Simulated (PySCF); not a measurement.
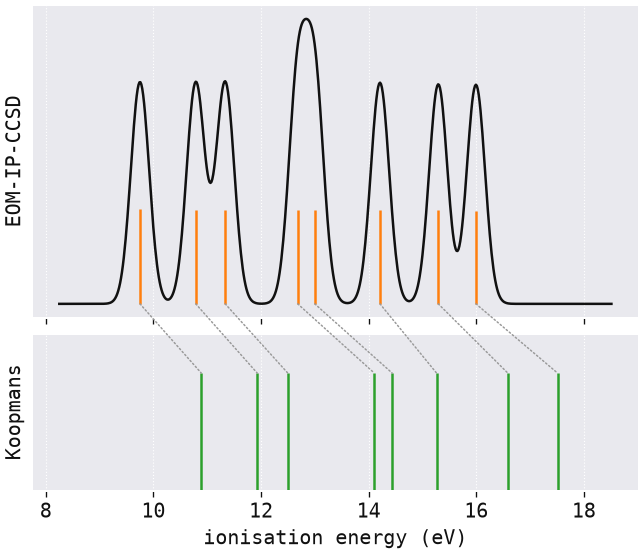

Valence photoelectron lines of CH₇NOSi, SMILES NC[SiH2]O: vertical EOM-IP-CCSD/aug-cc-pVDZ (frozen core, PySCF 2.14.0, at a PBE0-D3(BJ)/def2-SVP geometry (no frequency check); 8 lines, one for each of the 8 highest orbitals, so a line of a deeper orbital can be missing among them) above, Hartree-Fock orbital energies with the sign turned below, non-relativistic; dotted lines join each line to its leading orbital. Stick heights are one-hole weights (summed over degenerate lines), not cross-sections; Gaussian width 0.40 eV.

**Do correlation and relaxation change the order of the lines?**

Not among these holes, which come in the order of the orbitals, HOMO, HOMO−1, HOMO−2, HOMO−3, HOMO−4, HOMO−5, HOMO−6, HOMO−7.

**List the lines.**

```csv
hole,EOM-IP-CCSD (eV),Koopmans (eV),one-hole weight
HOMO,9.75,10.89,0.95
HOMO-1,10.79,11.93,0.95
HOMO-2,11.33,12.50,0.95
HOMO-3,12.68,14.11,0.95
HOMO-4,13.00,14.44,0.94
HOMO-5,14.21,15.26,0.95
HOMO-6,15.29,16.59,0.94
HOMO-7,15.99,17.51,0.94
```

Known limits of this run: small basis, so the lines can lie some tenths of an eV too low; one conformer of a flexible molecule.
